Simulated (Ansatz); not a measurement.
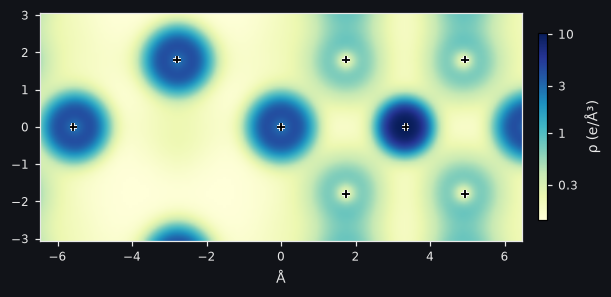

The valence electron density on a plane through atoms (crosses mark nuclei in the plane).

Level of theory: Ansatz 0.2.0, DFT PBE, scalar-relativistic, plane waves, PAW.

Candidates:
A. ZrAg₄Se₃, a = 5.71 Å, b = 5.71 Å, c = 5.71 Å, α = 90.00°, β = 90.00°, γ = 90.00°. Space group P-43m; a generated structure, not necessarily the stable one; changed on purpose from its base cell (volume × 1.06, shape and atoms relaxed); computed pressure about −4 GPa in this cell.
B. La₂NbO₅, a = 4.01 Å, b = 4.01 Å, c = 14.16 Å, α = 90.00°, β = 90.00°, γ = 90.00°. Space group I-4m2; a generated structure, not necessarily the stable one; computed without spin polarisation.
C. Zr₃TiB₄, a = 3.12 Å, b = 3.12 Å, c = 12.26 Å, α = 90.00°, β = 90.00°, γ = 120.00°. Space group P-6m2; a generated structure, not necessarily the stable one; computed without spin polarisation.

> Which system is this?

Candidate C: Zr₃TiB₄ on the (110) plane of the conventional cell, which holds Zr, Ti and B. Ti–B (2.40 Å): ρ is about 0.31 e/Å³ halfway. Zr–B (2.51 Å): ρ at the midpoint is about 0.33 e/Å³.
